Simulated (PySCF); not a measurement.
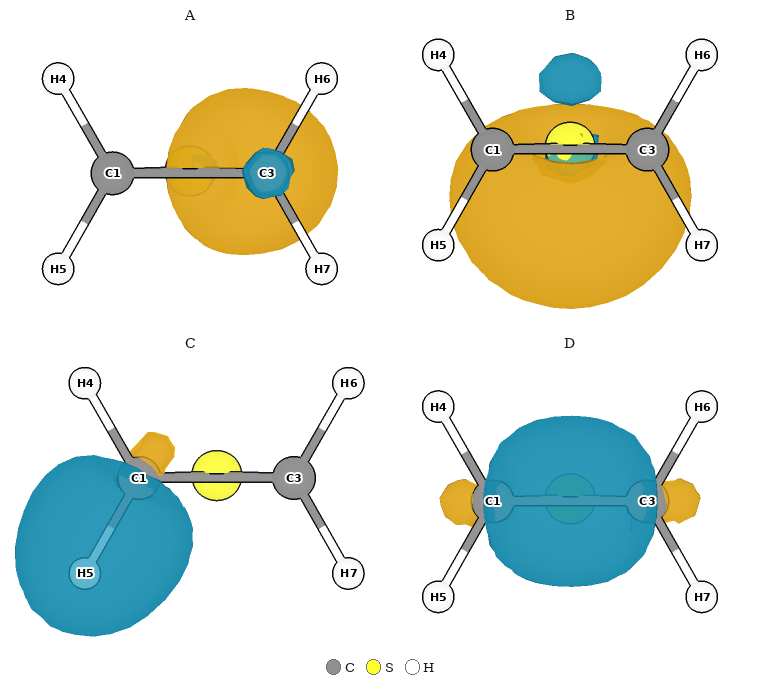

*C2H4S, SMILES `C1SC1`. Foster–Boys orbitals, occupied; each surface holds about 70 % of the orbital's density. Energies are diagonal elements of the Fock matrix.*

Level of theory: CAM-B3LYP/def2-SVP (PySCF), at a geometry from GFN2-xTB. No frequency check shows the geometry to be a minimum. GFN2-xTB bond lengths at metals and heavier atoms can be off by up to 0.1 Å and shapes distorted, which carries into these values.

The calculation's input:

```python
import numpy as np
from pyscf import gto, scf, dft, lo
from pyscf.data.elements import chemcore

def solve(mol, dm0=None, hcore=None):
    mf = (dft.UKS if mol.spin else dft.RKS)(mol, xc='camb3lyp')
    mf.grids.level = 3
    mf = mf.density_fit(auxbasis='def2-universal-jkfit')
    mf.conv_tol, mf.max_cycle = 1e-8, 80
    if hcore is not None:
        mf.get_hcore = lambda *args: hcore
    mf.kernel(dm0)
    if not mf.converged:
        mf = mf.newton().run(mf.mo_coeff, mf.mo_occ, max_cycle=30)
    assert mf.converged, 'SCF not converged'
    return mf

mol = gto.M(atom='''
C      0.78657    -0.74008     0.00002
S     -0.85350    -0.00001    -0.00002
C      0.78659     0.74005     0.00002
H      1.05422    -1.25982     0.90983
H      1.05450    -1.25961    -0.90978
H      1.05402     1.25999     0.90983
H      1.05431     1.25978    -0.90978
''', basis='def2-svp', charge=0, spin=0, verbose=4)
mf = solve(mol)
occ_all = mf.mo_coeff[:, mf.mo_occ > 0]
occ = occ_all[:, chemcore(mol):]
bo = lo.Boys(mol, occ)
loc = bo.kernel()
for _ in range(5):
    new, stable = bo.stability(return_status=True)
    if stable:
        break
    loc = bo.kernel(new)
fock, s = mf.get_fock(), mf.get_ovlp()
ortho = lo.orth_ao(mol, 'meta_lowdin')
labels = mol.ao_labels(fmt=None)
vir = loc[:, :0]
both = np.hstack([loc, vir])
p = (ortho.T @ s @ both) ** 2
pop = np.array([p[[l[0] == a for l in labels]].sum(0) for a in range(mol.natm)])
spd = np.array([[p[[l[0] == a and l[2][-1] == k for l in labels]].sum(0) for k in 'spd'] for a in range(mol.natm)])
eps = np.einsum('pi,pq,qi->i', both, fock, both)
for i in np.argsort(eps):
    top = np.argsort(-pop[:, i])[:3]
    print('%3d %s %9.4f Eh ' % (i + 1, 'occ' if i < loc.shape[1] else 'vir', eps[i]), '  '.join('%s%d %.3f' % (mol.atom_symbol(a), a + 1, pop[a, i]) for a in top))
np.savez('result.npz', c=both, nocc=loc.shape[1], pop=pop, spd=spd, eps=eps, e=mf.e_tot)
```

Run with:

```sh
OMP_NUM_THREADS=1 python input.py
```

The run took 8.9 s on 1 thread of Arm Neoverse V1, with other jobs on the host, peak memory 0.31 GiB.

Identify each orbital.

Answer. By panel:
- A: bent (banana) bond S2–C3 (S2 52 %, C3 47 %; −15.4 eV)
- B: lone pair on S2 (sp1.6-type) (S2 99 %; −11.9 eV)
- C: σ bond C1–H5 (C1 56 %, H5 44 %; −15.7 eV)
- D: σ bond C3–C1 (C3 50 %, C1 50 %; −16.4 eV)

How do all the valence pairs divide up?

Answer. 9 pairs: 5 σ bonds, 2 bent bonds and 2 lone pairs.
